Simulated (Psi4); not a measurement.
Interaction calculation, with input and output: NBrClOF (part 2 of 2)

NBrClOF; PBEh-3c/def2-mSVP, RKS (Psi4 1.11). 

Geometry of the input (Å):
```
O  0.8812  0.2431  0.5119
N  0.1473  -0.4816  0.0291
F  -1.0285  0.2386  -0.5410
Cl -1.8931  0.6566  2.3196
Br -0.9177  2.2130  1.2292
```

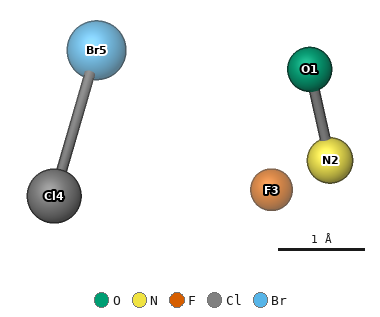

*The input geometry (ball-and-stick view, seen on its broad side; atoms are numbered from 1 in the order of the input). Sticks are drawn by distance; a stretched bond gets none, so the picture shows separate pieces.*

What the program printed, continued
```
  Cached 100.0% of DFT collocation blocks in 0.044 [GiB].

  Minimum eigenvalue in the overlap matrix is 3.2569477220E-02.
  Reciprocal condition number of the overlap matrix is 1.1441423004E-02.
    Using symmetric orthogonalization.

  ==> Pre-Iterations <==

  SCF Guess: Superposition of Atomic Densities via on-the-fly atomic UHF (no occupation information).

   -------------------------
    Irrep   Nso     Nmo
   -------------------------
     A         50      50
   -------------------------
    Total      50      50
   -------------------------

  ==> Iterations <==

                           Total Energy        Delta E     RMS |[F,P]|

   @DF-RKS iter SAD: -3031.06151300719421   -3.03106e+03   0.00000e+00
   @DF-RKS iter   1: -3032.45666843636673   -1.39516e+00   2.45437e-02 ADIIS/DIIS
   @DF-RKS iter   2: -3032.54026086286331   -8.35924e-02   1.90282e-02 ADIIS/DIIS
   @DF-RKS iter   3: -3032.68049252830542   -1.40232e-01   1.64357e-03 ADIIS/DIIS
   @DF-RKS iter   4: -3032.68416653050917   -3.67400e-03   2.96329e-04 ADIIS/DIIS
   @DF-RKS iter   5: -3032.68429015432366   -1.23624e-04   3.46776e-05 DIIS
   @DF-RKS iter   6: -3032.68429183897160   -1.68465e-06   4.50122e-06 DIIS
   @DF-RKS iter   7: -3032.68429186626327   -2.72917e-08   9.69303e-07 DIIS
  Energy and wave function converged.

  ==> Post-Iterations <==

   Electrons on quadrature grid:
      Ntotal   =   51.9999929123 ; deviation = -7.088e-06

    Final Occupation by Irrep:
              A
    DOCC [    26 ]
    NA   [    26 ]
    NB   [    26 ]

  @DF-RKS Final Energy: -3032.68429186626327

   => Energetics <=

    Nuclear Repulsion Energy =            147.4021737618020893
    One-Electron Energy =               -4510.1953550919597546
    Two-Electron Energy =                1399.3210653167707278
    DFT Exchange-Correlation Energy =     -69.2133255742956379
    Empirical Dispersion Energy =           0.0011497214195431
    VV10 Nonlocal Energy =                  0.0000000000000000
    Total Energy =                      -3032.6842918662628108

Computation Completed

Properties will be evaluated at   0.000000,   0.000000,   0.000000 [a0]

Properties computed using the SCF density matrix

 Multipole Moments:

 ------------------------------------------------------------------------------------
     Multipole            Electronic (a.u.)      Nuclear  (a.u.)        Total (a.u.)
 ------------------------------------------------------------------------------------

 L = 1.  Multiply by 2.5417464519 to convert [e a0] to [Debye]
 Dipole X            :        121.6138078         -121.5174968            0.0963110
 Dipole Y            :       -167.3082161          167.4618979            0.1536818
 Dipole Z            :       -155.9244006          155.8167252           -0.1076754
 Magnitude           :                                                    0.2109215

 ------------------------------------------------------------------------------------

	total time  =          1 seconds =       0.02 minutes

    Psi4 run time: 0:00:01.05

    -----------------------------------------------------------------------
                               Psi4 1.11 release

    h
    h
    h

    -----------------------------------------------------------------------

    Memory:     1.5 GiB
    Threads:    1
                ecpint, einsums, f̶o̶r̶t̶e̶, gauxc, gcp, g̶d̶m̶a̶, geometric, g̶p̶u̶_̶d̶f̶c̶c̶,
                i̶n̶t̶e̶g̶r̶a̶t̶o̶r̶x̶x̶, i̶p̶i̶, libefp, m̶d̶i̶, m̶p̶2̶d̶, m̶r̶c̶c̶, ooo,
                o̶p̶e̶n̶f̶e̶r̶m̶i̶o̶n̶p̶s̶i̶4̶, pcmsolver, p̶s̶i̶4̶f̶o̶c̶k̶c̶i̶, p̶s̶i̶x̶a̶s̶,
                p̶y̶e̶i̶n̶s̶u̶m̶s̶, r̶e̶s̶p̶, s̶i̶m̶i̶n̶t̶, s̶n̶s̶m̶p̶2̶,
                v̶2̶r̶d̶m̶_̶c̶a̶s̶s̶c̶f̶

  ==> Geometry <==

    Molecular point group: c1
    Full point group: C1

    Geometry (in Bohr), charge = 0, multiplicity = 1:

       Center              X                  Y                   Z               Mass
    ------------   -----------------  -----------------  -----------------  -----------------
         O            1.665302250799     0.459335729315     0.967256317316    15.994914619570
         N            0.278299966496    -0.910167691065     0.054972132990    14.003074004430
         F           -1.943621114556     0.450850859012    -1.022247347566    18.998403162730
         CL          -3.577478322627     1.240813071237     4.383465412396    34.968852682000
         BR          -1.734296151639     4.181945018377     2.322794661629    78.918337600000

  Running in c1 symmetry.

  Rotational constants: A =      0.10915  B =      0.02019  C =      0.01857 [cm^-1]
  Rotational constants: A =   3272.31488  B =    605.32668  C =    556.65021 [MHz]
  Nuclear repulsion =  438.665250654645149

  Charge       = 0
  Multiplicity = 1
  Electrons    = 76
  Nalpha       = 38
  Nbeta        = 38

  ==> Primary Basis <==

  Basis Set: DEF2-MSVP
    Blend: DEF2-MSVP
    Number of shells: 41
    Number of basis functions: 95
    Number of Cartesian functions: 102
    Spherical Harmonics?: true
    Max angular momentum: 2

   => Molecular Quadrature <=

    Radial Scheme          =       TREUTLER
    Pruning Scheme         =           NONE
    Nuclear Scheme         =       TREUTLER

    Blocking Scheme        =         OCTREE
    BS radius alpha        =              1
    Pruning alpha          =              1
    Radial Points          =             75
    Spherical Points       =            302
    Total Points           =         105191
    Total Blocks           =            859
    Max Points             =            256
    Max Functions          =             88
    Weights Tolerance      =       1.00E-15

  ==> Integral Setup <==

  DFHelper Memory: AOs need 0.045 GiB; user supplied 0.919 GiB.
  SCF_SUBTYPE=INCORE selected. In-core MEM_DF algorithm will be used.
  Using in-core AOs.

  ==> MemDFJK: Density-Fitted J/K Matrices <==

    J tasked:                   Yes
    K tasked:                   Yes
    wK tasked:                   No
    Memory [MiB]:               941
    Algorithm:                 Core
    Schwarz Cutoff:           1E-12
    Mask sparsity (%):       5.1634
    Fitting Condition:        1E-10

   => Auxiliary Basis Set <=

  Basis Set: (DEF2-MSVP AUX)
    Blend: DEF2-UNIVERSAL-JKFIT
    Number of shells: 173
    Number of basis functions: 625
    Number of Cartesian functions: 805
    Spherical Harmonics?: true
    Max angular momentum: 5

  Cached 100.0% of DFT collocation blocks in 0.199 [GiB].

  Minimum eigenvalue in the overlap matrix is 1.1213693347E-02.
  Reciprocal condition number of the overlap matrix is 3.1965286520E-03.
    Using symmetric orthogonalization.

  ==> Pre-Iterations <==

  SCF Guess: Superposition of Atomic Densities via on-the-fly atomic UHF (no occupation information).

   -------------------------
    Irrep   Nso     Nmo
   -------------------------
     A         95      95
   -------------------------
    Total      95      95
   -------------------------

  ==> Iterations <==

                           Total Energy        Delta E     RMS |[F,P]|

   @DF-RKS iter SAD: -3259.84713995813991   -3.25985e+03   0.00000e+00
   @DF-RKS iter   1: -3261.61658437936649   -1.76944e+00   1.37098e-02 ADIIS/DIIS
   @DF-RKS iter   2: -3261.60088908121497    1.56953e-02   1.24156e-02 ADIIS/DIIS
   @DF-RKS iter   3: -3261.87871134029547   -2.77822e-01   2.92728e-03 ADIIS/DIIS
   @DF-RKS iter   4: -3261.90574241227978   -2.70311e-02   4.05589e-04 ADIIS/DIIS
   @DF-RKS iter   5: -3261.90612273490888   -3.80323e-04   1.95298e-04 ADIIS/DIIS
   @DF-RKS iter   6: -3261.90626170544056   -1.38971e-04   7.62137e-05 DIIS
   @DF-RKS iter   7: -3261.90628111786282   -1.94124e-05   1.85609e-05 DIIS
   @DF-RKS iter   8: -3261.90628355577837   -2.43792e-06   5.29793e-06 DIIS
   @DF-RKS iter   9: -3261.90628393677935   -3.81001e-07   1.54873e-06 DIIS
   @DF-RKS iter  10: -3261.90628396144530   -2.46660e-08   3.55669e-07 DIIS
  Energy and wave function converged.

  ==> Post-Iterations <==

   Electrons on quadrature grid:
      Ntotal   =   76.0000057441 ; deviation = 5.744e-06

    Orbital Energies [Eh]
    ---------------------

    Doubly Occupied:

       1A   -484.571245     2A   -102.344030     3A    -63.232380
       4A    -56.938244     5A    -56.933101     6A    -56.932921
       7A    -25.096509     8A    -19.656201     9A    -14.892339
      10A     -9.809897    11A     -9.061461    12A     -7.499702
      13A     -7.487783    14A     -7.487568    15A     -6.840183
      16A     -6.821010    17A     -6.820386    18A     -2.853260
      19A     -2.847584    20A     -2.847051    21A     -2.830783
      22A     -2.830763    23A     -1.433406    24A     -1.284930
      25A     -0.985522    26A     -0.823690    27A     -0.799864
      28A     -0.662613    29A     -0.627467    30A     -0.620871
      31A     -0.495136    32A     -0.485250    33A     -0.470443
      34A     -0.439853    35A     -0.426689    36A     -0.394356
      37A     -0.335084    38A     -0.325326

    Virtual:

      39A     -0.097180    40A     -0.083551    41A      0.047879
      42A      0.329351    43A      0.381366    44A      0.456188
      45A      0.472678    46A      0.476590    47A      0.515877
      48A      0.525724    49A      0.528687    50A      0.632435
      51A      0.637543    52A      0.684676    53A      0.697658
      54A      0.728141    55A      0.746743    56A      0.809154
      57A      0.813999    58A      0.818483    59A      0.839213
      60A      0.864914    61A      0.900827    62A      0.941498
      63A      0.989009    64A      1.000590    65A      1.035686
      66A      1.123385    67A      1.189415    68A      1.215724
      69A      1.254101    70A      1.262801    71A      1.282430
      72A      1.311442    73A      1.387897    74A      1.461996
      75A      1.569937    76A      1.640028    77A      1.704649
      78A      1.759165    79A      1.909552    80A      1.941069
      81A      2.056649    82A      2.212863    83A      2.527426
      84A      2.635381    85A      2.712053    86A      2.880626
      87A      3.088951    88A      3.516358    89A      3.517659
      90A      3.553490    91A      3.591628    92A      3.751506
      93A     18.760594    94A     25.421240    95A     32.686216

    Final Occupation by Irrep:
              A
    DOCC [    38 ]
    NA   [    38 ]
    NB   [    38 ]

  @DF-RKS Final Energy: -3261.90628396144530

   => Energetics <=

    Nuclear Repulsion Energy =            438.6652506546451491
    One-Electron Energy =               -5408.1900115138778347
    Two-Electron Energy =                1791.8236058798834165
    DFT Exchange-Correlation Energy =     -84.2150139681460104
    Empirical Dispersion Energy =           0.0098849860502933
    VV10 Nonlocal Energy =                  0.0000000000000000
    Total Energy =                      -3261.9062839614452969

Computation Completed

Properties will be evaluated at   0.000000,   0.000000,   0.000000 [a0]

Properties computed using the SCF density matrix

 Multipole Moments:

 ------------------------------------------------------------------------------------
     Multipole            Electronic (a.u.)      Nuclear  (a.u.)        Total (a.u.)
 ------------------------------------------------------------------------------------

 L = 1.  Multiply by 2.5417464519 to convert [e a0] to [Debye]
 Dipole X            :        124.2852243         -123.7395691            0.5456552
 Dipole Y            :       -168.9123624          168.8230676           -0.0892948
 Dipole Z            :       -154.7735242          154.7393545           -0.0341697
 Magnitude           :                                                    0.5539682

 ------------------------------------------------------------------------------------

	total time  =          5 seconds =       0.08 minutes

    Psi4 run time: 0:00:04.29

  //>>>>>>>>>>>>>>>>>>>>>>>>>>>>>>>>>>>//
  //          ManyBody Results         //
  //<<<<<<<<<<<<<<<<<<<<<<<<<<<<<<<<<<<//

   ==> N-Body: Non-Counterpoise Corrected (NoCP) energies <==

              MC n-Body  Total Energy            Interaction Energy                          N-body Contribution to Interaction Energy
                         [Eh]                    [Eh]                  [kcal/mol]            [Eh]                  [kcal/mol]
              §A  1    -3261.922725954202        0.000000000000        0.000000000000        0.000000000000        0.000000000000
     FULL/RTN §A  2    -3261.906283961445        0.016441992756       10.317506222439        0.016441992756       10.317506222439

   MC Legend: §A: "(auto)"

[set-up sections that repeat, and orbital energies of the middle runs, are left out above]
```

Standard output
```
pbeh-3c energy: 0.0164419928 Eh
```

Summary

| quantity | value |
| --- | --- |
| outcome | converged |
| basis functions | 95 |
| wall time | 10 s |
| peak memory | 0.51 GiB |
